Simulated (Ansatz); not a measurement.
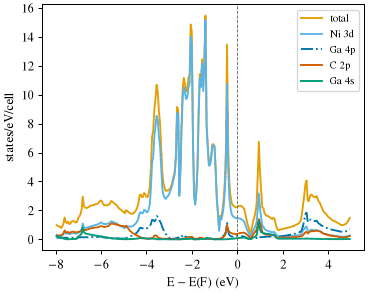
Figure: Total and projected density of states of GaNi3C (anti-perovskite, Pm-3m), DFT-PBEsol in the program Ansatz with PAW potentials

**Question.** Which orbitals carry the states next to the Fermi level?

**Answer.** Within 0.5 eV of the Fermi level: Ni 3d 70 %, C 2p 14 %, Ga 4p 9 %. Projections are on Löwdin-orthogonalised atomic valence shells; empty p or d shells of many metals are not among them.

**Question.** Where is the tallest occupied peak in this window, and what makes it?

**Answer.** Near -1.4 eV, about 15 states/eV per cell; the largest projected share is Ni 3d.

A made-up cell: these elements were put on the sites of a structure type; the Crystallography Open Database copy checked does not list it. Its standing as an ambient phase is unchecked. Symmetry was held in the PBEsol relaxation; whether a distortion lowers the energy is not shown. The workflow began spin-polarised and lost its moments. Spin–orbit coupling is left out wherever it is not named.

Potentials: the earlier of the program's two PAW sets. The files were generated under PBE; for other functionals the program regenerates the frozen cores, and for LDA and PBEsol the local potential too.
